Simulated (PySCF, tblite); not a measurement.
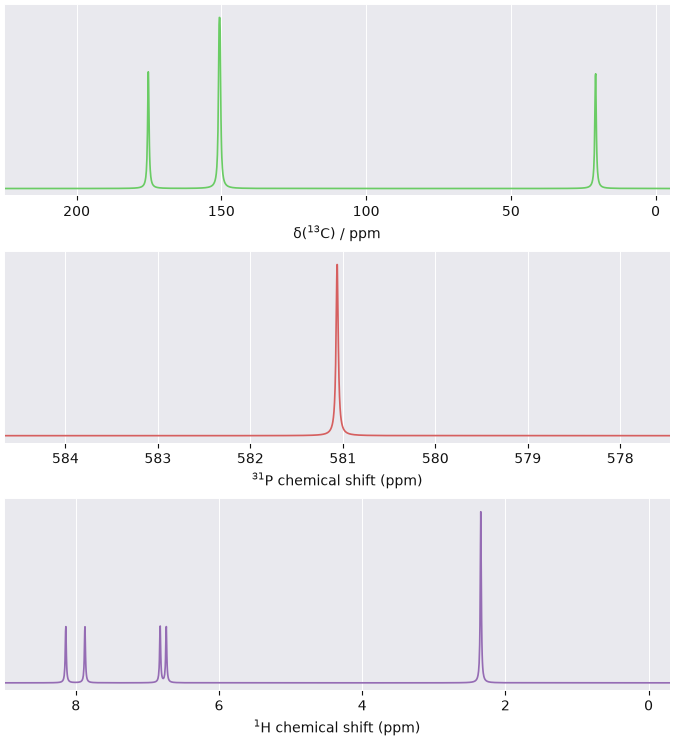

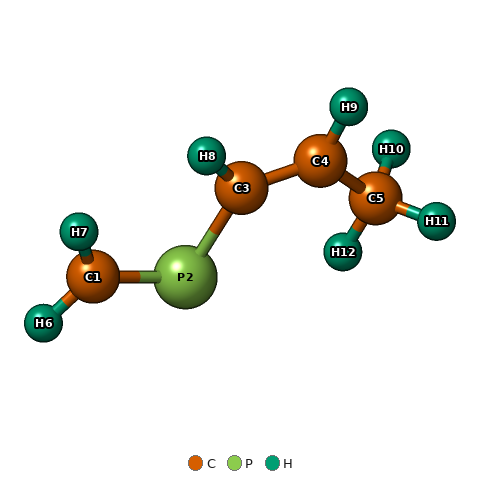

Spectrum and numbered structure of C₄H₇P, SMILES C=P/C=C\C. GIAO shifts, PBE0/pcSseg-1 in PySCF 2.14.0, at a GFN2-xTB geometry (a minimum by its frequencies), against TMS for ¹³C, PH₃ for ³¹P and TMS for ¹H computed at the same level (³¹P: the usual scale starts at 85 % H₃PO₄ instead). Gas phase, fully decoupled, line heights follow the number of nuclei, widths are arbitrary (no quadrupolar broadening); values of one conformer, averaged over methyl-type rotors and exact or near symmetry; other conformers aren't averaged in.

Question: Which atoms give which ¹³C line?

Answer:
| δ (ppm) | nuclei | atoms |
| --- | --- | --- |
| 175.2 | 1 | C1 |
| 150.8 | 1 | C4 |
| 150.4 | 1 | C3 |
| 20.7 | 1 | C5 |

The order of signals that lie close, as those under 2 ppm apart, is within the error of the method.

Question: Where does the ³¹P line lie?

Answer: At 581.1 ppm (P2).

Question: Which atoms give which ¹H line?

Answer:
```
δ (ppm)  nuclei          atoms
   8.14       1             H7
   7.87       1             H6
   6.82       1             H8
   6.74       1             H9
   2.34       3  H10, H11, H12
```

Note: the tight-binding geometry is rougher than a DFT one and adds to the error.
